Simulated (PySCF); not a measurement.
C4H10AlF3Si, SMILES [CH3][Al]([CH3])[CH2]C[Si](F)(F)F at its GFN2-xTB optimised geometry (Å):

```
19

Si    -2.8679     1.2586     0.0000
F     -3.5771     2.6837     0.0000
F     -3.5104     0.5129     1.2488
F     -3.5117     0.5168    -1.2503
C     -0.9939     1.2586     0.0000
C     -0.4041    -0.1764    -0.0424
Al     1.6104    -0.1420     0.0670
C      2.6041    -1.8245    -0.2980
C      2.4880     1.5804     0.5499
H     -0.6126     1.7721     0.8872
H     -0.6133     1.8222    -0.8559
H     -0.8369    -0.7615     0.7807
H     -0.7558    -0.6816    -0.9519
H      3.1976    -1.7732    -1.2169
H      3.3091    -2.0699     0.5033
H      1.9328    -2.6837    -0.4053
H      2.2052     2.4184    -0.0958
H      2.2715     1.9006     1.5747
H      3.5771     1.4842     0.4806
```

Computed with PBE0/def2-SVP (PySCF). Cells within 0.4 Å of a nucleus heavier than hydrogen are left out (blank, or x).

Map of the deformation density (molecule minus spherical neutral atoms) (e/bohr³) on the plane z = 0.8 Å:

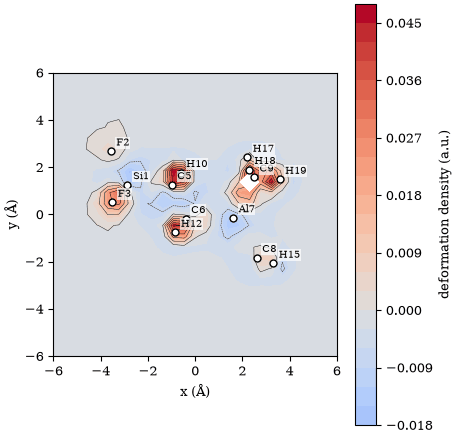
Fig. 1. Deformation density (molecule minus spherical neutral atoms) (e/bohr³) on the plane z = 0.8 Å.
